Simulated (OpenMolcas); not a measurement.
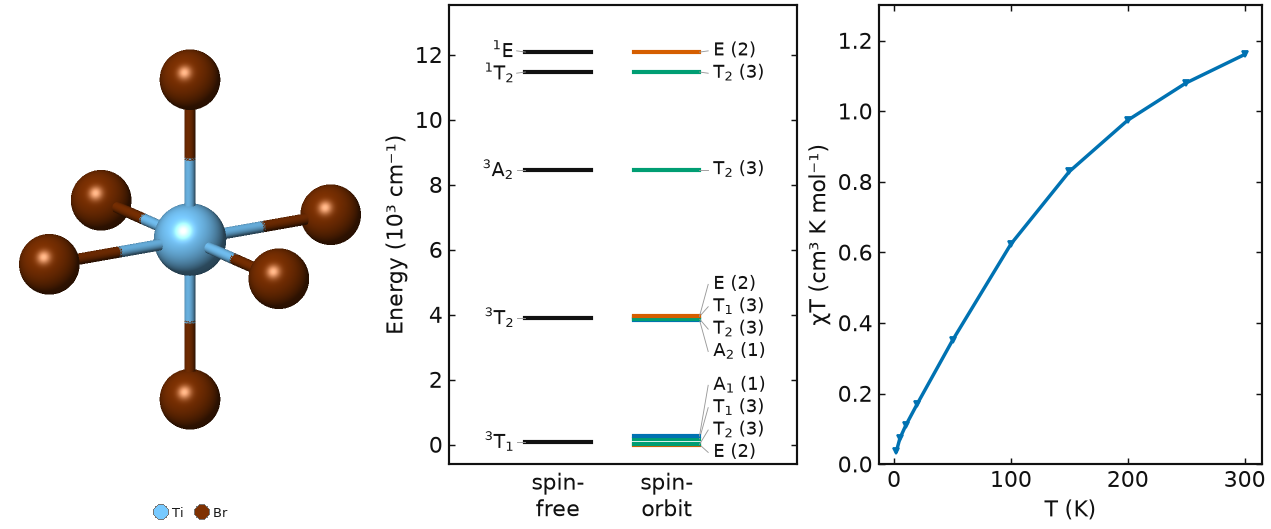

Ti²⁺ (3d²) as a dopant in CsCaBr₃, a cluster with its 6 nearest Br⁻ at 2.919 Å (octahedron) embedded in model potentials and point charges; the geometry was set, not optimised, and its levels and susceptibility. Labels give the representation in O, Td, D4 or D3 as the site allows (double group for half-integer spin) where it could be assigned and, in brackets, the degeneracy; spin-free states, where drawn, share the zero of the spin-orbit levels. Computed with OpenMolcas: state-averaged CASSCF, active space 2 electrons in the shell 3d, basis ANO-RCC-VDZP on all atoms, DKH2 scalar Hamiltonian, spin-orbit coupling by RASSI with atomic mean-field integrals. Powder susceptibility by Van Vleck's formula.

Question: What does the figure show?

Answer: The ground level is E, doubly degenerate, 100 % from states of spin multiplicity 3. Its principal g values are all close to zero. The next level lies at 5.1 cm⁻¹ (T₂). The lowest spin-free state is ³T₁, from the free-ion F term; of the same spin there follow at 3,810 cm⁻¹ (³T₂) and 8,370 cm⁻¹ (³A₂) above it. A ligand-field fit to the spin-free states gives |10Dq| = 4,570 cm⁻¹, B = 837 and C = 3,020 cm⁻¹ (rms misfit 70 cm⁻¹). χT is 0.0369 cm³ K mol⁻¹ at 2 K and 1.16 at 300 K, an effective moment of 3.05 μB. The active orbitals hold 94 to 98 % metal character (Löwdin), and the Mulliken charge of the metal is +1.05.

Caveat: covalent bonds, ligand orbitals missing from the active space; the geometry is set by hand, with no relaxation and no charge compensation.
